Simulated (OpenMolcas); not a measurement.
# C3H12GaN (SMILES C[Ga-](C)(C)[NH3+]): a chain of runs

Wanted: the energy (HF/ANO-RCC-MB), then the energy (CASSCF(2,2)/ANO-RCC-VDZP), then the energy along one coordinate (CASPT2(2,2)/ANO-RCC-VDZP), then the energy along one coordinate (SC-NEVPT2(2,2)/ANO-RCC-VDZP), then the energy along one coordinate (MC-PDFT[tPBE](2,2)/ANO-RCC-VDZP) of C3H12GaN. 

The results are computed with OpenMolcas 26.06.

## Step 1: The system as given

C3H12GaN: 17 atoms, total charge 0, spin state singlet. As SMILES, `C[Ga-](C)(C)[NH3+]`. Geometry: relaxed at PBE0-D4/def2-TZVP.

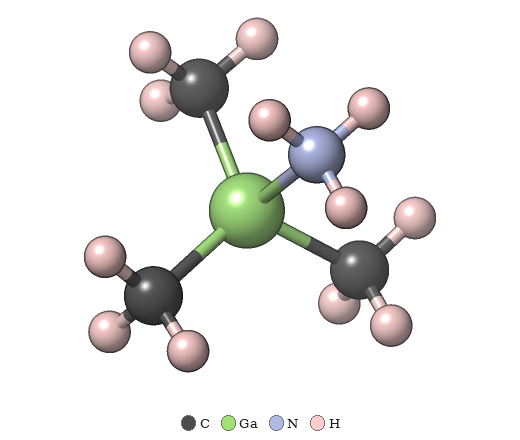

The structure, seen from a chosen angle (carbon dark grey, gallium green, nitrogen light blue, hydrogen pink).

## Step 2: The energy at HF/ANO-RCC-MB (DKH2) (run 1)

mol.xyz

```xyz
17

C     -0.724690     0.767350    -1.780960
Ga     0.155500    -0.156590    -0.247090
C      2.027140     0.365110     0.206730
C     -0.422310    -2.018890     0.176160
N     -0.870130     0.876400     1.382070
H     -0.337770     0.382760    -2.729300
H     -0.538820     1.845740    -1.776900
H     -1.807520     0.609810    -1.793330
H      2.328700     0.007070     1.195860
H      2.727720    -0.067300    -0.513810
H      2.173270     1.449260     0.179340
H     -0.082930    -2.343380     1.164610
H     -0.002060    -2.721570    -0.549520
H     -1.509750    -2.134500     0.136040
H     -0.554260     0.531670     2.281190
H     -1.871800     0.734050     1.323650
H     -0.690280     1.873060     1.345280
```

step1.input

```
&GATEWAY
 Coord=mol.xyz
 Basis=ANO-RCC-MB
 Group=NoSym

&SEWARD

&SCF
 PrOrbitals=0

&LOCALISATION
 Occupied
 Freeze
 Pipek-Mezey

&LOCALISATION
 FileOrb=$Project.LocOrb
 Virtual
 Pipek-Mezey
```

Command:

```bash
$ export MOLCAS_MEM=1860
$ pymolcas step1.input > step1.log
```

The log of the run:

```text
--- Start Module: gateway ---
[...]
--- Stop Module: gateway /rc=_RC_ALL_IS_WELL_ ---
[...]
      Basis functions           50
[...]
       Convergence after   8 Iterations
[...]
::    Total SCF energy                              -2117.0658876189
[...]
      Total spin, S                                     0.0000000000
[...]
      Total electronic charge=   68.000000
      Total            charge=   -0.000000
[...]
      Dipole Moment (debye):
      Origin of the operator (angstrom)=    0.0681   -0.0686   -0.1083
                   X= -2.3581E+00               Y=  2.3750E+00               Z=  3.7457E+00           Total=  5.0231E+00
      Quadrupole Moment (debye*angstrom):
[...]
--- Start Module: localisation ---
[...]
--- Stop Module: localisation /rc=_RC_ALL_IS_WELL_ ---
--- Start Module: localisation ---
[...]
--- Stop Module: localisation /rc=_RC_ALL_IS_WELL_ ---
[...]
```

Wall time 9.9 s (1 thread of Intel Xeon 6975P-C (Granite Rapids), shared host); peak memory 0.41 GiB.

## Step 3: The energy at CASSCF(2,2)/ANO-RCC-VDZP (DKH2, RICD fitting) (run 2)

mol.xyz is that of step 2.

step2.inp

```
&GATEWAY
 COORD=mol.xyz
 BASIS=ANO-RCC-MB
 GROUP=NoSym

&SEWARD

&RASSCF
 FILEORB=$CurrDir/step1.LocOrb
 ALTER=2
 1 24 34
 1 35 40
 SPIN=1
 NACTEL=2 0 0
 INACTIVE=33
 RAS2=2
 ORBLISTING=Nothing
>>> COPY $Project.RunFile RUNFIL1
>>> COPY $Project.RasOrb INPORB

&GATEWAY
 COORD=mol.xyz
 BASIS=ANO-RCC-VDZP
 GROUP=NoSym
 RICD

&SEWARD
>>> COPY $Project.RunFile RUNFIL2

&EXPBAS

&RASSCF
 FILEORB=$Project.ExpOrb
 SPIN=1
 NACTEL=2 0 0
 INACTIVE=33
 RAS2=2
 ORBLISTING=Nothing
```

Command:

```bash
$ export MOLCAS_MEM=1860
$ pymolcas step2.inp > step2.log
```

The log of the run:

```text
--- Start Module: gateway ---
[...]
      Basis functions           50
[...]
      Number of active orbitals                  2
[...]
      Spin quantum number                      0.0
[...]
      Active orbitals                            2
[...]
      Number of CSFs                             3
[...]
      Number of root(s) required                 1
[...]
      Convergence after 11 iterations
[...]
      printout of CI-coefficients larger than  0.05 for root  1
      energy=   -2117.082317
      conf/sym  11     Coeff  Weight
             1  20   0.99519 0.99040
             3  02  -0.09800 0.00960
      Natural orbitals and occupation numbers for root  1
      sym 1:   1.980791   0.019209
      ************************************************************************************************************************
      *                                                    Final results                                                     *
[...]
::    RASSCF root number  1 Total energy:  -2117.08231685
[...]
      Basis functions          143
[...]
      Convergence after 13 iterations
[...]
      Natural orbitals and occupation numbers for root  1
      sym 1:   1.982481   0.017519
      ************************************************************************************************************************
      *                                                    Final results                                                     *
[...]
::    RASSCF root number  1 Total energy:  -2117.35801198
[...]
      Total electronic charge=   68.000000
      Total            charge=   -0.000000
[...]
      Dipole Moment (debye):
      Origin of the operator (angstrom)=    0.0681   -0.0686   -0.1083
                   X= -2.1345E+00               Y=  2.1513E+00               Z=  3.3155E+00           Total=  4.4918E+00
      Quadrupole Moment (debye*angstrom):
[...]
```

Run time: 28 s. Hardware: 1 thread of Intel Xeon 6975P-C (Granite Rapids), shared host; peak memory 0.41 GiB.

## Step 4: The energy along one coordinate at CASPT2(2,2)/ANO-RCC-VDZP (DKH2, RICD fitting, ipea shift 0.25 Eh, pt2 variant SS) (run 3)

step3.input

```
>>> COPY $CurrDir/step2.RasOrb $Project.RasOrb
>>> ForEach K in (1, 2, 3, 4, 5, 6, 7, 8, 9)

&GATEWAY
 COORD=$CurrDir/point$K.xyz
 BASIS=ANO-RCC-VDZP
 GROUP=NoSym
 RICD

&SEWARD

&RASSCF
 FILEORB=$Project.RasOrb
 SPIN=1
 NACTEL=2 0 0
 INACTIVE=33
 RAS2=2
 ORBLISTING=Nothing

&CASPT2
 IMAGINARY=0.2
 FROZEN=13
>>> EndDo
```

Command:

```bash
$ export MOLCAS_MEM=1860
$ pymolcas step3.input > step3.log
```

The log of the run:

```text
[...]
      Basis functions          143
[...]
      Number of active orbitals                  2
[...]
      Spin quantum number                      0.0
[...]
      Active orbitals                            2
[...]
      Number of CSFs                             3
[...]
      Number of root(s) required                 1
[...]
      Convergence after 11 iterations
[...]
      printout of CI-coefficients larger than  0.05 for root  1
      energy=   -2117.346125
      conf/sym  11     Coeff  Weight
             1  20   0.99699 0.99398
             3  02  -0.07757 0.00602
      Natural orbitals and occupation numbers for root  1
      sym 1:   1.987966   0.012034
      ************************************************************************************************************************
      *                                                    Final results                                                     *
[...]
::    RASSCF root number  1 Total energy:  -2117.34612533
[...]
::    CASPT2 Root  1     Total energy:  -2118.27554898
[...]
      Convergence after 11 iterations
[...]
      Natural orbitals and occupation numbers for root  1
      sym 1:   1.982509   0.017491
      ************************************************************************************************************************
      *                                                    Final results                                                     *
[...]
      Convergence after 13 iterations
[...]
      Convergence after 14 iterations
[...]
      Convergence after 12 iterations
[...]
::    RASSCF root number  1 Total energy:  -2117.19538376
[...]
::    CASPT2 Root  1     Total energy:  -2118.10909324
[...]
      Convergence after 11 iterations
[...]
::    RASSCF root number  1 Total energy:  -2117.18789466
[...]
      Reference weight:           0.78343
[...]
::    CASPT2 Root  1     Total energy:  -2118.09898893
[...]
```

It took 3.2 min on 1 thread of Intel Xeon 6975P-C (Granite Rapids), shared host; peak memory 0.24 GiB.

The scan, from its lowest point:

| H15–N5 (Å) | energy (kJ/mol) |
| --- | --- |
| 0.912 | 30.8 |
| 1.013 | 0.0 |
| 1.115 | 15.8 |
| 1.267 | 79.4 |
| 1.469 | 184.8 |
| 1.723 | 304.4 |
| 2.027 | 403.4 |
| 2.432 | 467.8 |
| 3.040 | 494.4 |

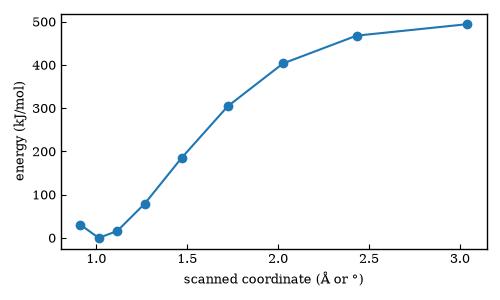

Energy along the scan.

## Step 5: The energy along one coordinate at SC-NEVPT2(2,2)/ANO-RCC-VDZP (DKH2, RICD fitting, pt2 variant SC-NEVPT2) (run 4)

step4.input

```
>>> COPY $CurrDir/step2.RasOrb $Project.RasOrb
>>> ForEach K in (1, 2, 3, 4, 5, 6, 7, 8, 9)
&GATEWAY
Coord=$CurrDir/point$K.xyz
Basis=ANO-RCC-VDZP
Group=NoSym
RICD
&SEWARD
&RASSCF
FileOrb=$Project.RasOrb
Spin=1
Nactel=2 0 0
Inactive=33
Ras2=2
OrbListing=Nothing
&CASPT2
SC-NEVPT2
Frozen=13
>>> EndDo
```

Command:

```bash
$ export MOLCAS_MEM=1860
$ pymolcas step4.input > step4.log
```

The log of the run:

```text
--- Start Module: gateway ---
[...]
      Basis functions          143
[...]
      Number of active orbitals                  2
[...]
      Spin quantum number                      0.0
[...]
      Active orbitals                            2
[...]
      Number of CSFs                             3
[...]
      Number of root(s) required                 1
[...]
      Convergence after 11 iterations
[...]
      printout of CI-coefficients larger than  0.05 for root  1
      energy=   -2117.346125
      conf/sym  11     Coeff  Weight
             1  20   0.99699 0.99398
             3  02  -0.07757 0.00602
      Natural orbitals and occupation numbers for root  1
      sym 1:   1.987966   0.012034
      ************************************************************************************************************************
      *                                                    Final results                                                     *
[...]
::    RASSCF root number  1 Total energy:  -2117.34612533
[...]
::    SC-NEVPT2 Root  1     Total energy:  -2118.27369370
[...]
      Convergence after 11 iterations
[...]
      Natural orbitals and occupation numbers for root  1
      sym 1:   1.982509   0.017491
      ************************************************************************************************************************
      *                                                    Final results                                                     *
[...]
      Convergence after 13 iterations
[...]
      Convergence after 14 iterations
[...]
      Convergence after 12 iterations
[...]
::    RASSCF root number  1 Total energy:  -2117.19538376
[...]
::    SC-NEVPT2 Root  1     Total energy:  -2118.10575418
[...]
      Convergence after 11 iterations
[...]
::    RASSCF root number  1 Total energy:  -2117.18789466
[...]
::    SC-NEVPT2 Root  1     Total energy:  -2118.09581217
[...]
```

It took 2.9 min on 1 thread of Intel Xeon 6975P-C (Granite Rapids), shared host; peak memory 0.24 GiB.

The scan, from its lowest point:

| H15–N5 (Å) | energy (kJ/mol) |
| --- | --- |
| 0.912 | 32.5 |
| 1.013 | 0.0 |
| 1.115 | 14.2 |
| 1.267 | 76.4 |
| 1.469 | 182.0 |
| 1.723 | 304.6 |
| 2.027 | 407.5 |
| 2.432 | 473.4 |
| 3.040 | 499.5 |

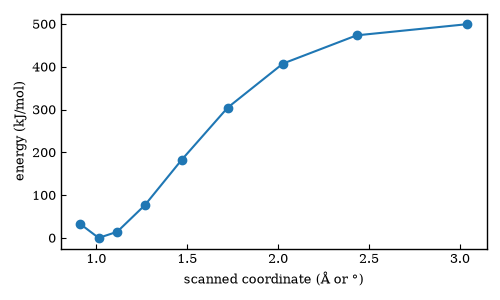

Energy along the scan.

## Step 6: The energy along one coordinate at MC-PDFT[tPBE](2,2)/ANO-RCC-VDZP (DKH2, RICD fitting) (run 5)

step5.input

```
* C3H12GaN MC-PDFT
>>> EXPORT MOLCAS_PRINT=2
>>> COPY $CurrDir/step2.RasOrb $Project.RasOrb
>>> ForEach K in (1, 2, 3, 4, 5, 6, 7, 8, 9)

&GATEWAY
 Coord
 $CurrDir/point$K.xyz
 Basis
 ANO-RCC-VDZP
 Group
 NoSym
 RICD

&SEWARD

&RASSCF
 FileOrb
 $Project.RasOrb
 Spin
 1
 Nactel
 2 0 0
 Inactive
 33
 Ras2
 2
 OrbListing
 Nothing

&MCPDFT
 KSDFT
 T:PBE
>>> EndDo
```

Command:

```bash
$ export MOLCAS_MEM=1860
$ pymolcas step5.input > step5.log
```

The log of the run:

```text
--- Start Module: gateway ---
[...]
      Basis functions          143
[...]
      Number of active orbitals                  2
[...]
      Spin quantum number                      0.0
[...]
      Active orbitals                            2
[...]
      Number of CSFs                             3
[...]
      Number of root(s) required                 1
[...]
      Convergence after 11 iterations
[...]
      printout of CI-coefficients larger than  0.05 for root  1
      energy=   -2117.346125
      conf/sym  11     Coeff  Weight
             1  20   0.99699 0.99398
             3  02  -0.07757 0.00602
      Natural orbitals and occupation numbers for root  1
      sym 1:   1.987966   0.012034
      ************************************************************************************************************************
      *                                                    Final results                                                     *
[...]
::    RASSCF root number  1 Total energy:  -2117.34612533
[...]
::    MCPDFT root number  1 Total energy:  -2119.69407115
[...]
      Convergence after 11 iterations
[...]
      Natural orbitals and occupation numbers for root  1
      sym 1:   1.982509   0.017491
      ************************************************************************************************************************
      *                                                    Final results                                                     *
[...]
      Convergence after 13 iterations
[...]
      Convergence after 14 iterations
[...]
      Convergence after 12 iterations
[...]
::    RASSCF root number  1 Total energy:  -2117.19538376
[...]
::    MCPDFT root number  1 Total energy:  -2119.51787844
[...]
      Convergence after 11 iterations
[...]
::    RASSCF root number  1 Total energy:  -2117.18789466
[...]
::    MCPDFT root number  1 Total energy:  -2119.50683081
[...]
```

It took 3.1 min on 1 thread of Intel Xeon 6975P-C (Granite Rapids), shared host; peak memory 0.24 GiB.

The scan, from its lowest point:

| H15–N5 (Å) | energy (kJ/mol) |
| --- | --- |
| 0.912 | 31.1 |
| 1.013 | 0.0 |
| 1.115 | 15.3 |
| 1.267 | 78.5 |
| 1.469 | 185.2 |
| 1.723 | 310.2 |
| 2.027 | 419.6 |
| 2.432 | 493.7 |
| 3.040 | 522.7 |

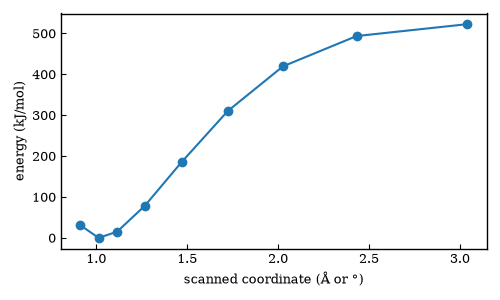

Energy along the scan.

## Step 7: Summary of results

| quantity | value |
| --- | --- |
| run 1, HF/ANO-RCC-MB: total energy | -2117.06589 Eh |
| run 1, HF/ANO-RCC-MB: dipole moment | 5.02 D |
| run 1, HF/ANO-RCC-MB: HOMO energy | -10.44 eV |
| run 1, HF/ANO-RCC-MB: LUMO energy | 6.19 eV |
| run 1, HF/ANO-RCC-MB: HOMO–LUMO gap | 16.62 eV |
| run 2, CASSCF(2,2)/ANO-RCC-VDZP: total energy | -2117.35801 Eh |
| run 2, CASSCF(2,2)/ANO-RCC-VDZP: dipole moment (CASSCF density) | 4.49 D |
| run 3, CASPT2(2,2)/ANO-RCC-VDZP: lowest energy of the scan | -2118.28728 Eh |
| run 4, SC-NEVPT2(2,2)/ANO-RCC-VDZP: lowest energy of the scan | -2118.28608 Eh |
| run 5, MC-PDFT[tPBE](2,2)/ANO-RCC-VDZP: lowest energy of the scan | -2119.70594 Eh |
